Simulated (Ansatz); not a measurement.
## TiHg (space group P4/mmm): scan of one atom of the cell

TiHg (space group P4/mmm)

```
TiHg
1.0
    2.98407     0.00000     0.00000
    0.00000     2.98407     0.00000
    0.00000     0.00000     4.11248
Ti Hg
1 1
Direct
  0.50000   0.50000   0.50000
  0.00000   0.00000   0.00000
```

Scan: atom 1 (Ti, nearest neighbour Hg at 2.946 Å; its periodic images, 3.0 Å or more away, move with it) is displaced along Cartesian [110], direction (0.707, 0.707, 0.000) in Cartesian axes, by s. The other atoms stay.

Level of theory: r2SCAN (plane waves to 500 eV, PAW, scalar-relativistic; Ansatz, a program for electronic structure). k mesh 13×13×9 (Γ-centred), Fermi-Dirac smearing 0.05 eV. The energy includes the smearing's −TS. With partly filled bands, energies and forces of such displacements shift with the k mesh and the smearing. Spin-orbit coupling is left out, though Hg is heavy. TiHg is run without spin polarisation. TiHg was relaxed with its symmetry unable to fall. ΔE is measured from the undisplaced structure.

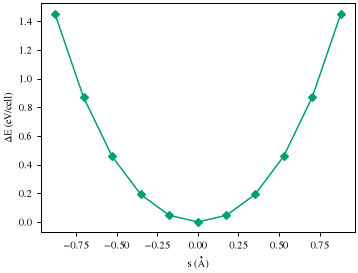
ΔE (eV/cell) against s (Å); markers are the computed points, lines only join them.

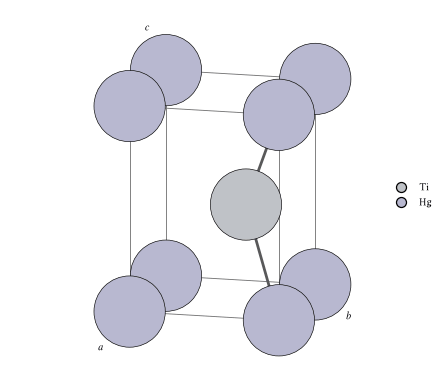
Figure: The cell of the calculation at s = 0.880 Å.

The zone-centre optical wavenumber from k is 144 cm⁻¹ and the force along the line at s = -0.880 Å is 3.82 eV/Å. Harmonic estimate at the end of the scan: ½ks² = 1135 meV/cell against the computed 1452 meV/cell, so the well is stiffer than harmonic there. Symmetry of the curve: even: the same for both signs. Shape of the curve: a single well with its minimum at or next to zero displacement.

With its periodic images moving along, the atom's site symmetry in this cell is 4/mmm.

(For displaced atoms, the force is minus the slope of the energy, and its curvature is a force constant, which sets phonon frequencies.)
